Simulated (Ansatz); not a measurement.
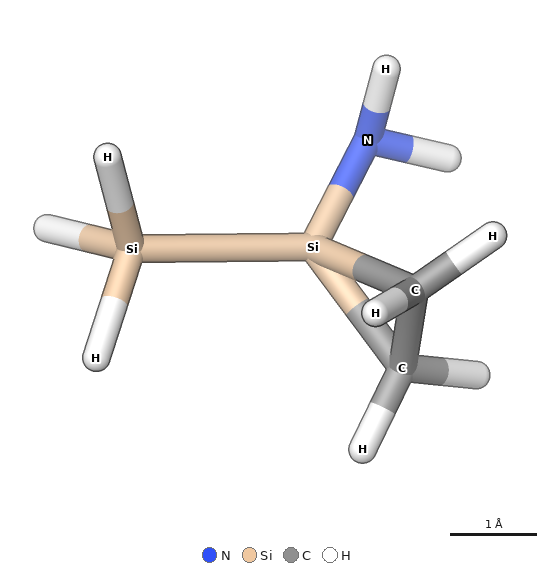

Starting structure of C₂H₉NSi₂ (coarse preliminary run). A stick model, seen at a tilt.

The start comes from a force field.

All numbers below come from RKS PBE-D4/def2-SVP in Ansatz 0.2.0.

The input:
```yaml
crystal:
  periodic: [false, false, false]
  atoms:
    - {symbol: N, position_ang: [-1.250300, 1.478200, 0.378100]}
    - {symbol: Si, position_ang: [-0.349700, 0.132400, 0.297600]}
    - {symbol: Si, position_ang: [1.333300, -0.258800, 1.708400]}
    - {symbol: C, position_ang: [-0.796600, -1.071400, -0.948400]}
    - {symbol: C, position_ang: [0.132600, -0.131100, -1.510200]}
    - {symbol: H, position_ang: [-0.790400, 2.344700, 0.006600]}
    - {symbol: H, position_ang: [-2.086000, 1.426400, -0.232900]}
    - {symbol: H, position_ang: [2.484500, 0.766900, 1.541000]}
    - {symbol: H, position_ang: [1.967100, -1.585100, 1.521200]}
    - {symbol: H, position_ang: [0.925100, -0.214200, 3.165900]}
    - {symbol: H, position_ang: [-1.902100, -1.013300, -1.280900]}
    - {symbol: H, position_ang: [-0.538400, -2.100800, -0.770000]}
    - {symbol: H, position_ang: [-0.255400, 0.663400, -2.200100]}
    - {symbol: H, position_ang: [1.113500, -0.466500, -1.647300]}
basis:
  gaussian: {orbitals: def2-SVP}
hamiltonian: {xc: pbe, dispersion: d4}
relax: {f_tol: 0.03, max_steps: 200}
```

Launched with:
```bash
ansatz run in.yaml --threads 4 --pin off --events-out ev --progress --plain --max-ram 10444MiB
```

Question: Predict the outcome.

Answer: Over 10 accepted moves (11 points after the start) the energy falls by 1.081 eV. The largest force component goes from 4.7 to 0.016 eV/Å. The line search rejected the trial step at point 7 of the run. The atom that moves furthest after the best rigid fit is H7 (0.52 Å). Largest moves by element: H 0.52 Å, Si 0.33 Å, C 0.24 Å, N 0.21 Å. Among the contacts that change: N1–Si2 1.621 → 1.743 Å, C4–C5 1.436 → 1.544 Å, Si2–Si3 2.231 → 2.326 Å, Si2–C4 1.789 → 1.880 Å. Bond angles that change, for instance: N1–Si2–C5 107.8° → 122.2°, H6–N1–H7 100.7° → 111.0°, Si2–N1–H7 112.2° → 118.8°. Groups turn about Si2–Si3 by about 25°. Cost: 20 s on 4 threads of Arm Neoverse V1 (shared host).

Final geometry:

```xyz
14

N    -1.2061    1.6778    0.3967
Si   -0.1734    0.3075    0.0875
Si    1.3799   -0.1975    1.7435
C    -0.8693   -1.1140   -0.9273
C     0.2100   -0.2911   -1.6642
H    -0.8923    2.6197    0.1510
H    -2.2130    1.5784    0.2514
H     2.3391    0.9438    1.9729
H     2.1782   -1.3987    1.3009
H     0.7215   -0.5154    3.0616
H    -1.9034   -1.0213   -1.3050
H    -0.6172   -2.1539   -0.6574
H    -0.1370    0.3297   -2.5091
H     1.1702   -0.7943   -1.8735
```

After the run, drawn alike:

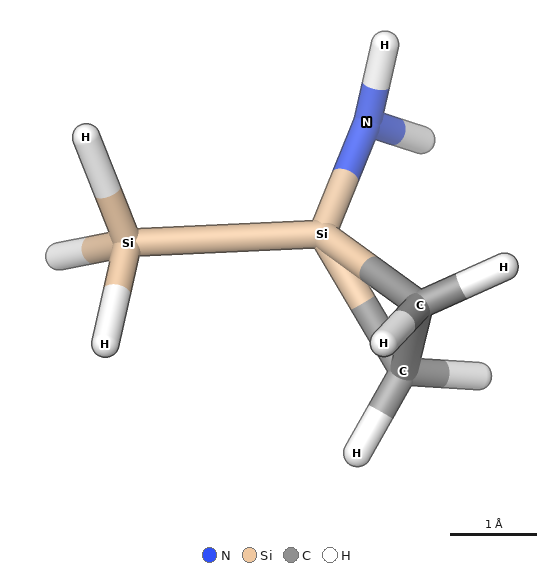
